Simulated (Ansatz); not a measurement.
# Run report: BSiH₃Br (charge −1), single-point calculation

- system: BSiH₃Br, charge −1
- method: RKS PBE0-D4/def2-TZVPPD (Ansatz 0.2.0)

The geometry is a minimum found at another level. The geometry comes from this level: PBE0-D4/def2-TZVPD.

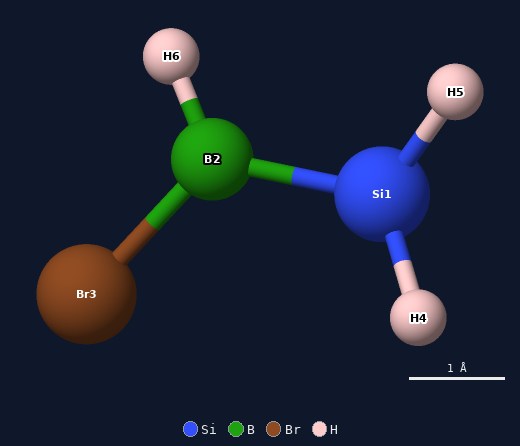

**Figure 1.** The input geometry (ball-and-stick view, seen at a tilt; atoms are numbered from 1 in the order of the input).

**Input**
```yaml
crystal:
  periodic: [false, false, false]
  atoms:
    - {symbol: Si, position_ang: [-0.865052, 0.443219, -0.279421]}
    - {symbol: B, position_ang: [0.692232, -0.253685, 0.514794]}
    - {symbol: Br, position_ang: [1.136720, -2.208233, 0.500007]}
    - {symbol: H, position_ang: [-1.489308, -0.249597, -1.455243]}
    - {symbol: H, position_ang: [-0.877186, 1.920678, -0.554449]}
    - {symbol: H, position_ang: [1.402595, 0.347619, 1.274311]}
basis:
  gaussian: {orbitals: "def2-TZVPPD.json"}
total_charge: -1
hamiltonian: {xc: pbe0, dispersion: d4}
output: {orbitals: {seedname: orbitals}}
```

Run on 2 threads of Arm Neoverse V1, 23 GiB of memory available, shared host.

Command:
```bash
ansatz run in.yaml --threads 2 --pin off --events-out ev --progress --plain --max-ram 4352MiB
```

**What the program printed**
```
Functional definition: PBE0
  name "PBE0"
  cite "Adamo & Barone, J. Chem. Phys. 110, 6158 (1999) doi:10.1063/1.478522"
  cite "Perdew, Burke & Ernzerhof, Phys. Rev. Lett. 77, 3865 (1996) doi:10.1103/PhysRevLett.77.3865"
  parent pbe
  parameter a = 0.25
  parameter kappa = 0.804
  parameter beta = 0.06672455060314922
  exchange = (1 - a)*pbe_x(kappa = kappa, mu = beta*pi^2/3) + a*exact_x
  correlation = pbe_c(beta = beta)
1136 factors; their error is unknown
mean field evaluation 1: about -78636.1386 eV, gradient 2.5e1 eV
mean field evaluation 2: about -78635.8490 eV, gradient 3.0e1 eV
mean field evaluation 4: about -78637.8010 eV, gradient 2.6e0 eV
mean field evaluation 8: about -78638.1562 eV, gradient 8.1e-2 eV
mean field -78638.15618671 eV, -2889.8989370048 hartree, gradient 5.7e-5 eV, S^2 0.000000; 0 other end points of the search recorded, 0 dependent functions left out
reference -78638.15623000 eV, -2889.8989385959 hartree; 29, 29 occupied and 164, 164 virtual orbitals, 1136 factors
Total energy: -78638.28527607 eV, -2889.9036809515 hartree
```

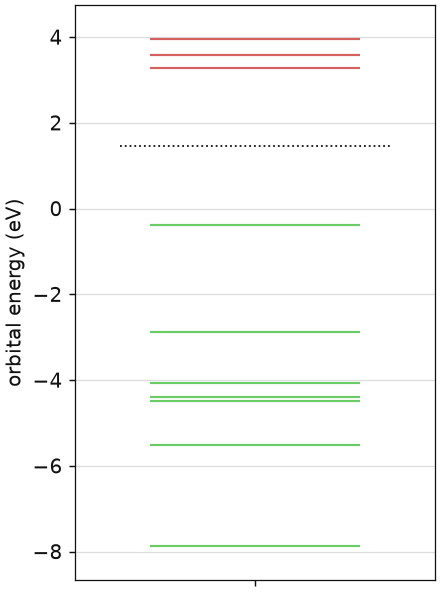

**Figure 2.** Orbital energies near the frontier; the dotted line parts filled from empty levels, and levels within 0.02 eV of each other stand side by side. Highest filled −0.38 eV, lowest empty 3.29 eV, 3.67 eV apart.

**Results in brief**

```tsv
quantity	value
outcome	converged
total energy	−78638.2853 eV
mean-field energy	−78638.1562 eV
dispersion energy	−0.1290 eV
SCF solution under orbital rotations	stable
HOMO	−0.38 eV
LUMO	3.29 eV
wall time	6.5 s (CPU time 12 s)
peak memory	0.42 GiB
```
